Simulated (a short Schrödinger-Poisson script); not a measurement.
Structure: gated Al0.4Ga0.6N/GaN polarisation-induced gas, at 77 K.

| layer | material | thickness (nm) | Na (cm⁻³) |
|---|---|---|---|
| 1 | Al0.4Ga0.6N | 15 | - |
| 2 | GaN | 6000 | 9e15 |

The device is made up for the run: typed textbook-type constants, with dimensions and the other settings drawn at random. Al0.4Ga0.6N: permittivity 9.26, conduction-band edge (eV) 0.58, gap (eV) 4.258, electron mass (mₑ) 0.248, Nv at 300 K (cm⁻³) 4.6e19. GaN: permittivity 9.5, conduction-band edge (eV) 0, gap (eV) 3.43, Nv at 300 K (cm⁻³) 4.6e19.

Channel valleys (confinement mass, in-plane density-of-states mass, number): Γ 0.2, 0.2, 1. At the gate the conduction-band edge of layer 1 lies 1.36 eV − eVg above the Fermi level of the channel; the field vanishes at the back. Sheet of polarisation charge: +2e13 e/cm² at 15 nm from the gate. The barrier under the gate holds no holes. Gaps are held at their typed values at every temperature. Mesh 0.08 nm at interfaces.

Solved with a short Schrödinger-Poisson script written for these runs: 1D Poisson equation in equilibrium, electrons quantum, Hartree (BenDaniel-Duke, 40 states a valley, the channel's in-plane mass for all, wave functions free to enter the barrier), parabolic valleys, classical holes, full ionisation, no traps, pinning or gate leakage.

Only gate voltages with over 1e8 electrons/cm² are shown.

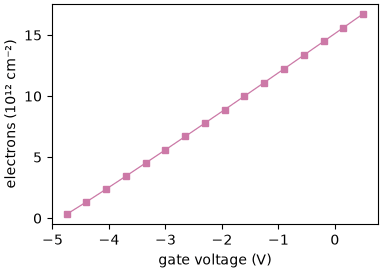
*Sheet density against gate voltage*

| Vg (V) | electrons (cm⁻²) | in the channel layer | C (μF/cm²) | Γ E0 (meV) | Γ E1 (meV) |
|---|---|---|---|---|---|
| 0.5 | 1.67e13 | 1.53e13 | 0.520 | -180.3 | -19.7 |
| -0.2 | 1.45e13 | 1.35e13 | 0.516 | -158.7 | -13.8 |
| -0.9 | 1.22e13 | 1.15e13 | 0.512 | -136.7 | -8.0 |
| -1.6 | 1.00e13 | 9.55e12 | 0.508 | -114.2 | -1.8 |
| -2.3 | 7.79e12 | 7.52e12 | 0.504 | -91.0 | 5.8 |
| -3 | 5.61e12 | 5.46e12 | 0.498 | -66.6 | 16.9 |
| -3.7 | 3.45e12 | 3.39e12 | 0.490 | -41.2 | 31.1 |
| -4.4 | 1.33e12 | 1.32e12 | 0.475 | -15.3 | 44.4 |

Subbands count from the Fermi level.
